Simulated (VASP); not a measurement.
Band structure of Zn3CdSe4 (space group P-43m). Method: modified Becke-Johnson potential (mBJ), VASP's PBE PAW potentials (set 64) (plane waves; VASP).

mBJ is a potential without an energy functional, so only the levels count.

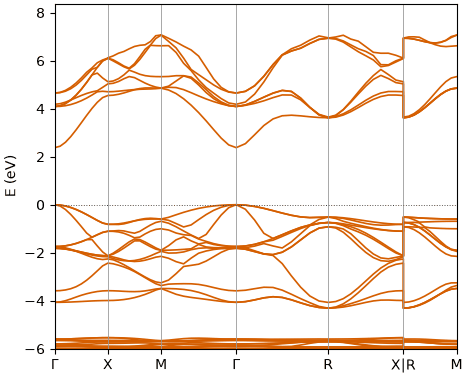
Figure: Bands along high-symmetry lines, zero at the valence-band maximum or, without a gap, the Fermi level

**Question.** Read the plot: is there a gap, and where are the band edges?

**Answer.** The gap is direct, 2.38 eV, from the valence maximum at Γ to the conduction minimum at Γ.

The structure comes from a computed database's Zn3CdSe4 entry (P-43m); how it stands against other phases isn't given here. It was relaxed first. The cell's shape comes from a PBE relaxation.
